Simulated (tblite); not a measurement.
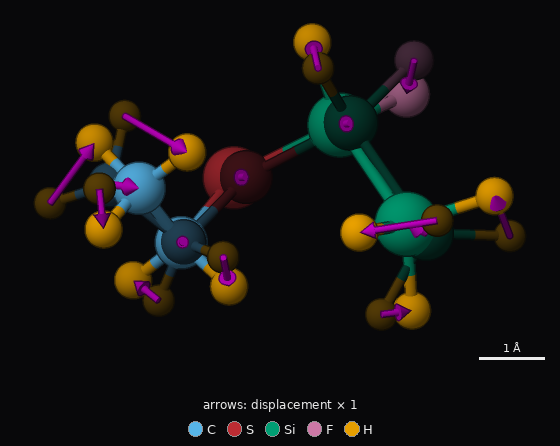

This is a relaxation of C2H9FSSi2. The starting structure is drawn faded, the final one solid; purple arrows show the displacements, at their true length. The two geometries are superimposed by the best rigid fit.

A ball-and-stick model, seen at a tilt.

Method: GFN2-xTB geometry optimisation, gas phase in tblite 0.8.0. 

> What happened in the run?

Over 193 geometry steps the energy falls by 14.0 kcal/mol. The largest move after the best rigid fit is that of an H atom, 1.67 Å. By element the largest moves are H 1.67 Å, F 0.75 Å, C 0.60 Å, S 0.38 Å, Si 0.38 Å. Among the contacts that change: Si–Si 2.245 → 2.310 Å, F–Si 1.676 → 1.613 Å, C–H 1.129 → 1.091 Å, H–Si 1.489 → 1.460 Å. Bond angles that change, for instance: Si–Si–H 109.1° → 119.7°, S–Si–F 112.3° → 103.4°, S–C–H 112.5° → 104.7°. Groups turn about Si–Si by about 50°, C–C by about 45°, C–S by about 30°. The run took 3.2 s on 1 thread of Intel(R) Xeon(R) Processor @ 2.70GHz, on a shared host.
